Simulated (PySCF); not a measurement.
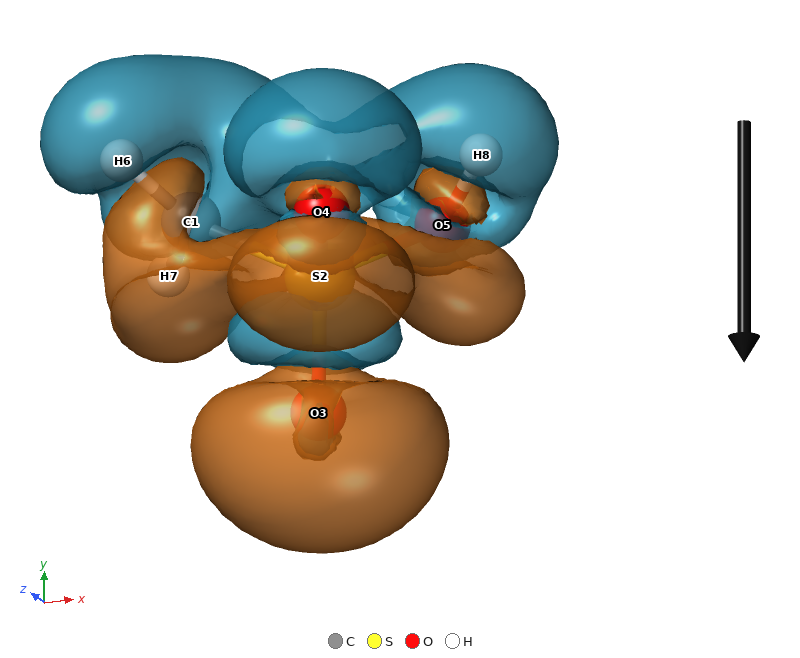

Figure 1: CH3O3S, doublet, SMILES `[CH2]S(=O)(=O)O`. Change of the electron density in a uniform field of 0.41 V/Å along −y (arrow), surfaces at ±0.0015 e/Å³ (light blue: gain, orange: loss).

Method: B3LYP/def2-SVPD; geometry: GFN2-xTB; program: PySCF. No frequency check shows the geometry to be a minimum. The stability of the open-shell solution wasn't checked. GFN2-xTB bond lengths at metals and heavier atoms can be off by up to 0.1 Å and shapes distorted, which carries into these values. GFN2-xTB doesn't know the spin state, so this open-shell geometry is rough.

Input

```python
import numpy as np
from pyscf import gto, scf, dft
from pyscf.scf import atom_ks, atom_hf
from scipy.linalg import block_diag

def solve(mol, dm0=None, hcore=None):
    mf = (dft.UKS if mol.spin else dft.RKS)(mol, xc='b3lyp')
    mf.grids.level = 3
    mf = mf.density_fit(auxbasis='def2-universal-jkfit')
    mf.conv_tol, mf.max_cycle = 1e-8, 80
    if hcore is not None:
        mf.get_hcore = lambda *args: hcore
    mf.kernel(dm0)
    if not mf.converged:
        mf = mf.newton().run(mf.mo_coeff, mf.mo_occ, max_cycle=30)
    assert mf.converged, 'SCF not converged'
    return mf

mol = gto.M(atom='''
C     -1.50530     0.68746    -0.16065
S      0.02672    -0.10695     0.08217
O     -0.14505    -1.46553    -0.32381
O      0.54424     0.19652     1.38058
O      0.98318     0.62205    -0.99272
H     -1.96008     1.18108     0.67297
H     -2.08374     0.37892    -1.00619
H      1.58913     1.20217    -0.52997
''', basis='def2-svpd', charge=0, spin=1, verbose=4)
field = np.array([-0.0, -0.008, -0.0])  # atomic units
mol.set_common_orig(mol.atom_charges() @ mol.atom_coords() / mol.atom_charges().sum())
mf = solve(mol)
out = dict(dm0=mf.make_rdm1(), d0=mf.dip_moment(unit='AU'), e0=mf.e_tot)
for name, sign in (('p', 1), ('m', -1)):
    h = mf.get_hcore() + sign * np.einsum('x,xij->ij', field, mol.intor('int1e_r'))
    mi = solve(mol, mf.make_rdm1(), h)
    out.update({'dm' + name: mi.make_rdm1(), 'd' + name: mi.dip_moment(unit='AU'), 'e' + name: mi.e_tot})
# spherically averaged free atoms, for the promolecule
atm = atom_ks.get_atm_nrks(mol, xc='b3lyp')
pro = block_diag(*[(atm[a[0]][2] * atm[a[0]][3]) @ atm[a[0]][2].T for a in mol._atom])
np.savez('result.npz', pro=pro, **out)
```

Launched as:

```sh
OMP_NUM_THREADS=1 python input.py
```

The run took 70 s on 1 thread of Arm Neoverse V2, on a shared host, peak memory 0.63 GiB.

Partitions, critical points and surface values were worked out afterwards from this run's density.

**How large is the response?**

The induced dipole is 0.89 D (along the field); α along this axis, from the fields in both directions, is 43 bohr³ (6.4 Å³).

**Which atoms gain and lose the most charge?**

Electrons gather most on C1 (Hirshfeld charge changes by −0.010 e) and leave O3 most (+0.034 e); 0.083 electrons are displaced in all.
